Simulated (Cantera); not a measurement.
Charge: 1 mol CO2, 0.07 mol H2, 0.036 mol O2, 0.19 mol H2O, held at 150000 Pa.

These are equilibrium values from Cantera (NASA tables, ideal gas, pure condensed phases), not measurements of a reactor. Candidate condensed phases: C, C6H6, C7H8, C8H18, H2O; 131 gas species. Ions and electrons are included (thermal ionisation). Equilibrium is a limit: real reactors are often held back by kinetics, nucleation or transport.

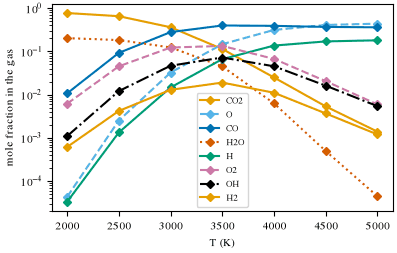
Figure: Equilibrium gas composition (values under 1e-9 drawn at 1e-9)

From 2000 K to 5000 K nothing is condensed. The main C-bearing gas is CO2 at 2000 K and CO at 5000 K.
